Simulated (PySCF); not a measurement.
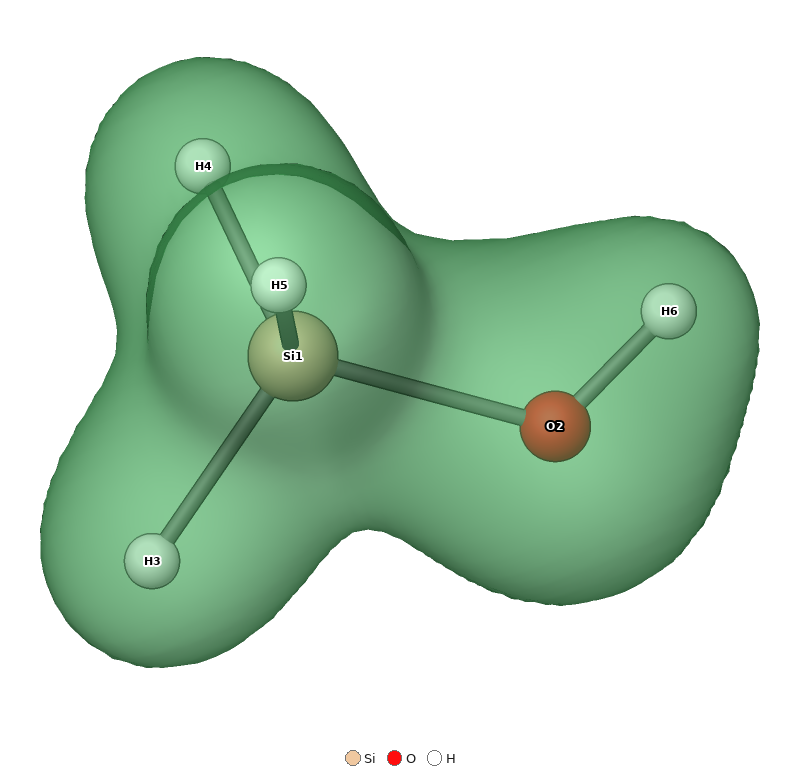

*H4OSi (SMILES O[SiH3]). Isosurface of the total electron density at 0.2 e/Å³ (green), seen at a tilt.*

Geometry: PBE0-D3(BJ)/def2-SVP.

Computed with PBE0/pcSseg-2, SCF density, gas phase, non-relativistic in PySCF.

```xyz
6

Si   -0.1013   -0.2588    0.2780
O     0.9134    0.5393   -0.7741
H     0.7250   -1.2994    0.9471
H    -1.2448   -0.9125   -0.4345
H    -0.6736    0.6624    1.3108
H     0.5302    1.2555   -1.2877
```

### What does this surface tell about the bonding?

At this value the surface is in one piece. It bridges the sampled Si–O (1.67 Å), O–H (0.96 Å) and Si–H (1.49 Å) contacts, where the density stays above the isovalue. On the grid the lowest density along these lines, outside the cores, is 1 e/Å³ (Si–O, 1.67 Å), 2.5 e/Å³ (O–H, 0.96 Å) and 0.83 e/Å³ (Si–H, 1.49 Å).
